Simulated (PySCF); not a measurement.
```xyz
21

C    -2.4169   -0.1440   -0.3695
N    -1.4618    0.6796   -0.1529
C    -0.2727    0.5484    0.3469
Si    0.7607   -1.0225    0.2959
P     2.8732   -0.3163    0.0943
H    -3.2021    0.1527   -1.0446
H    -2.5085   -1.0931    0.1477
H     0.1472    1.4575    0.7622
H     0.5786   -1.7813    1.5519
H     0.3328   -1.8870   -0.8053
H     3.3468   -0.9692    1.2271
H     3.2843   -1.3461   -0.7230
O     0.1905    2.4626   -2.1927
H     0.7907    2.8631   -1.5357
H    -0.6079    2.2267   -1.7105
O     1.7024    0.2407   -2.1380
H     1.1287    1.0340   -2.2451
H     2.0735    0.0422   -2.9984
O     2.1375    2.9168   -0.3236
H     2.9541    3.3953   -0.4776
H     2.3692    1.9748   -0.3123
```

Geometry: GFN2-xTB.

These are results of PBE0-D3(BJ)/def2-SVP, SCF density, gas phase in PySCF, not measurements.

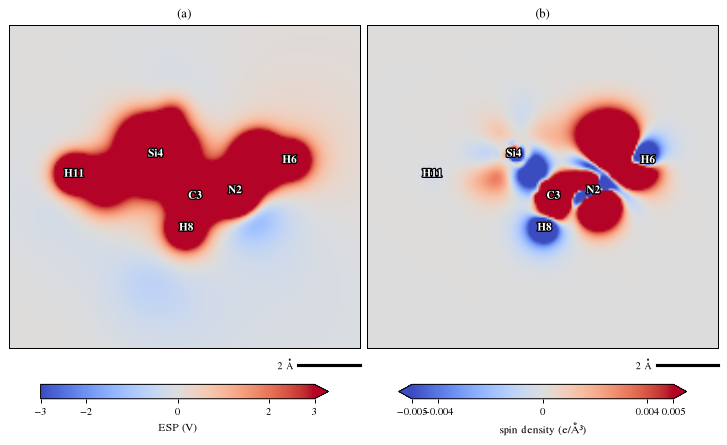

C2H7NPSi···H2O···H2O···H2O (SMILES [CH2]/N=C\[SiH2]P.O.O.O) (doublet). (a) electrostatic potential; (b) spin density on the plane of atoms Si4, C3 and H8.

### Interpret the plot.

- The plane passes through N, C, Si and H nuclei.
- The unpaired spin (1 electron) lies mostly on C3 (about 0.4), C1 (about 0.3) and N2 (about 0.1), in electrons by Hirshfeld's partition.
- Outside the dense part of the complex the potential is most negative (−1.2 V) near N2.
